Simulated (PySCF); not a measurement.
**CH$_{6}$AsBO, SMILES `COB[AsH2]`: what the electrons do**

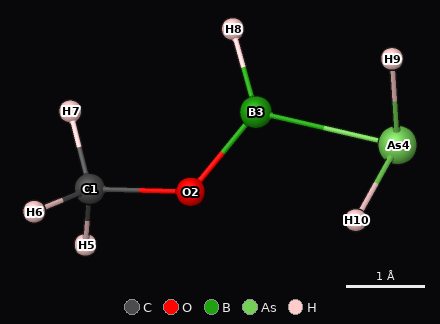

The molecule, with its atoms numbered as below. No frequency check shows the geometry to be a minimum.

Coordinates in Å:

```
C1       2.9625   -0.0729   -0.0002
O2       1.5743   -0.3023   -0.0056
B3       0.6379    0.6352   -0.0137
As4     -1.2659   -0.0459    0.0628
H5       3.3887   -0.5272    0.8970
H6       3.3995   -0.5495   -0.8804
H7       3.1907    0.9964   -0.0120
H8       0.9191    1.7879   -0.0117
H9      -1.6940    0.7291   -1.1539
H10     -0.9876   -1.2422   -0.7957
```

## 1. Bonding charge

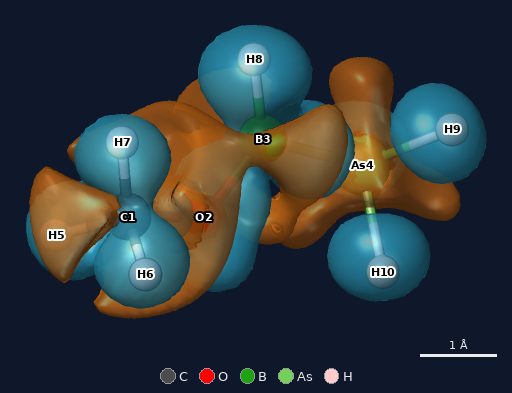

Deformation density (molecule less spherical, spin-averaged free atoms at the same positions), surfaces at ±0.04 e/Å³; light blue: gain, orange: loss.

Computed with PySCF, BLYP/def2-SVP, geometry: GFN2-xTB.

Q: How much density has each bond gained at its critical point, relative to the free atoms?

A: C1–H6: +0.71 e/Å³ at the bond critical point (bond length 1.09 Å, Mayer order 1.0). C1–H5: +0.71 e/Å³ at the bond critical point (bond length 1.09 Å, Mayer order 1.0). C1–H7: +0.70 e/Å³ at the bond critical point (bond length 1.09 Å, Mayer order 1.0). B3–H8: +0.42 e/Å³ at the bond critical point (bond length 1.19 Å, Mayer order 0.9). O2–B3: +0.32 e/Å³ at the bond critical point (bond length 1.32 Å, Mayer order 1.6). B3–As4: +0.28 e/Å³ at the bond critical point (bond length 2.02 Å, Mayer order 1.1). As4–H10: +0.22 e/Å³ at the bond critical point (bond length 1.50 Å, Mayer order 0.9). As4–H9: +0.21 e/Å³ at the bond critical point (bond length 1.50 Å, Mayer order 0.9). C1–O2: +0.06 e/Å³ at the bond critical point (bond length 1.41 Å, Mayer order 1.0); up to 0.6 Å beside the axis the gain reaches +0.26 e/Å³. In all, 2.1 electrons gather in the regions of gain relative to the promolecule. A small or negative value marks a very polar bond, one between electron-rich atoms, whose free-atom densities already overlap strongly, a long bond to a heavier atom, or a closed-shell contact such as a hydrogen bond.

Q: Where do the Hirshfeld charges lie?

A: The highest Hirshfeld charge is on B3 (+0.10 e), the lowest on O2 (−0.12 e).

```json
{"atom": "C1", "charge (e)": "0.00"}
{"atom": "O2", "charge (e)": "−0.12"}
{"atom": "B3", "charge (e)": "+0.10"}
{"atom": "As4", "charge (e)": "+0.04"}
{"atom": "H5", "charge (e)": "+0.04"}
{"atom": "H6", "charge (e)": "+0.04"}
{"atom": "H7", "charge (e)": "+0.04"}
{"atom": "H8", "charge (e)": "−0.07"}
{"atom": "H9", "charge (e)": "−0.04"}
{"atom": "H10", "charge (e)": "−0.04"}
```

## 2. Bond critical points

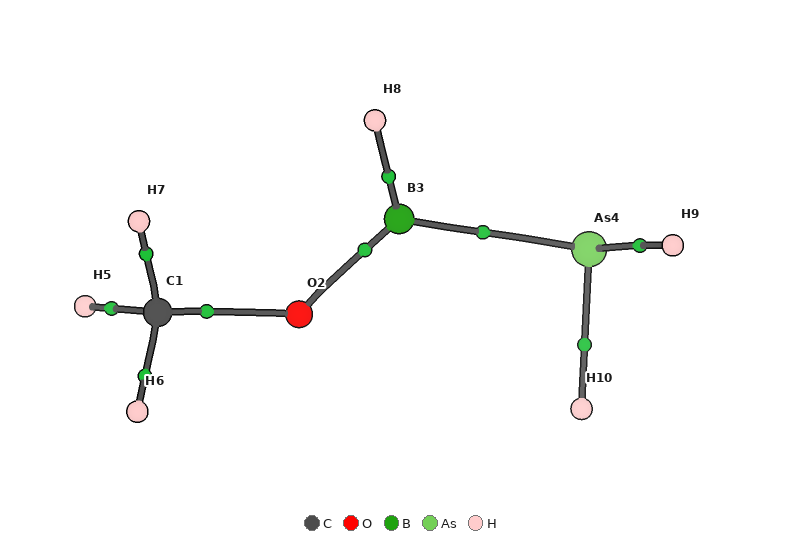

Molecular graph of the electron density (QTAIM): bond paths, bond critical points (green), ring points (magenta, if any); weak paths are dashed.

Q: How many critical points of each kind are there, and does the count close?

A: 10 nuclei, 9 bond, 0 ring and 0 cage critical points: 10 − 9 + 0 − 0 = 1, as the Poincaré–Hopf relation requires.

Q: Give the properties at the bond critical points.

A:
```json
{"bond": "C1–H6", "length (Å)": "1.092", "ρ (a.u.)": "0.281", "∇²ρ (a.u.)": "−1.07", "ε": "0.04", "H (a.u.)": "−0.305"}
{"bond": "C1–H5", "length (Å)": "1.092", "ρ (a.u.)": "0.281", "∇²ρ (a.u.)": "−1.07", "ε": "0.04", "H (a.u.)": "−0.304"}
{"bond": "C1–H7", "length (Å)": "1.093", "ρ (a.u.)": "0.280", "∇²ρ (a.u.)": "−1.06", "ε": "0.04", "H (a.u.)": "−0.303"}
{"bond": "C1–O2", "length (Å)": "1.407", "ρ (a.u.)": "0.254", "∇²ρ (a.u.)": "−0.38", "ε": "0.01", "H (a.u.)": "−0.361"}
{"bond": "O2–B3", "length (Å)": "1.325", "ρ (a.u.)": "0.215", "∇²ρ (a.u.)": "+1.36", "ε": "0.06", "H (a.u.)": "−0.136"}
{"bond": "B3–H8", "length (Å)": "1.186", "ρ (a.u.)": "0.175", "∇²ρ (a.u.)": "−0.14", "ε": "0.18", "H (a.u.)": "−0.182"}
{"bond": "As4–H10", "length (Å)": "1.498", "ρ (a.u.)": "0.152", "∇²ρ (a.u.)": "−0.06", "ε": "0.05", "H (a.u.)": "−0.107"}
{"bond": "As4–H9", "length (Å)": "1.505", "ρ (a.u.)": "0.149", "∇²ρ (a.u.)": "−0.06", "ε": "0.06", "H (a.u.)": "−0.104"}
{"bond": "B3–As4", "length (Å)": "2.023", "ρ (a.u.)": "0.127", "∇²ρ (a.u.)": "−0.19", "ε": "0.07", "H (a.u.)": "−0.072"}
```

Q: What kind of interaction is As4–H10?

A: Shared-shell (covalent): ρ = 0.152, ∇²ρ = −0.06, H = −0.107 a.u.

## 3. Local ionisation energy

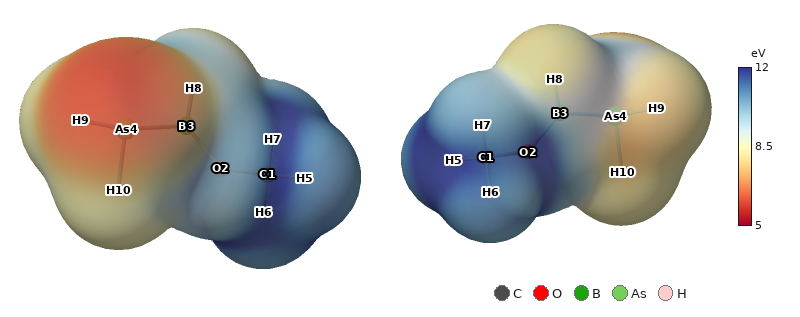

Average local ionisation energy on the surface of electron density 0.001 a.u. (back view left, front view right).

Q: Where are the most loosely bound electrons on this surface?

A: The lowest value is 6.0 eV, 2.4 Å from As4. Further minima include 7.4 eV, over B3, off the plane of its three bonds (2.3 Å); 8.1 eV, 1.5 Å from H8; 10.3 eV, 1.4 Å from H5. For comparison, the highest occupied orbital lies at −5.6 eV.

Q: What volume does the surface enclose, and what is the dipole moment?

A: About 115 Å³; the dipole moment is 2.6 D.

## 4. Excited states

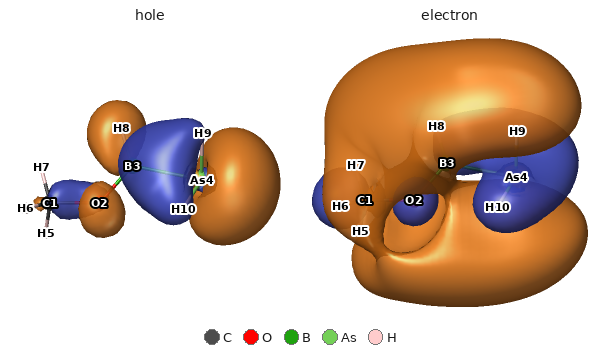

Leading natural transition orbital pair of S₂ (TDA singlet states); the surfaces enclose about 85 % of each orbital's density.

Computed with PySCF, PBE0/def2-SVPD, geometry: GFN2-xTB.

Q: Where does the state lie, and where do hole and electron sit?

A: 6.29 eV (197 nm), f = 0.036, partly diffuse acceptor orbital; the leading pair carries 99 %; hole on As4 (64 %), B3 (16 %) and O2 (7 %), electron on As4 (36 %), B3 (17 %) and H9 (17 %) (atom shares of so diffuse an orbital are rough); their centroids lie 0.8 Å apart. In canonical orbitals it is mainly HOMO → LUMO+1 (81 %). The HOMO–LUMO gap is 6.50 eV.

## 5. In an electric field

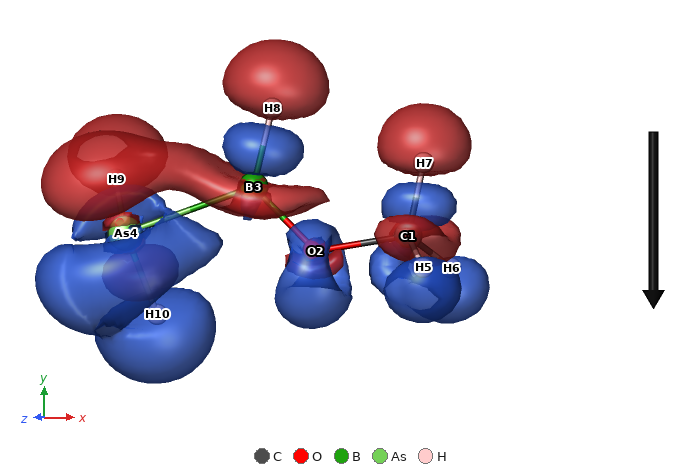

Change of the electron density in a uniform field of 0.26 V/Å along −y (arrow), surfaces at ±0.002 e/Å³ (red: gain, blue: loss).

Method: PBE0/def2-SVPD; geometry: GFN2-xTB; program: PySCF.

Q: How large is the response?

A: The induced dipole is 0.76 D (along the field); α along this axis, from the fields in both directions, is 59 bohr³ (8.8 Å³).

Q: Which atoms gain and lose the most charge?

A: Electrons gather most on H8 (Hirshfeld charge changes by −0.011 e) and leave H10 most (+0.014 e); 0.074 electrons are displaced in all.
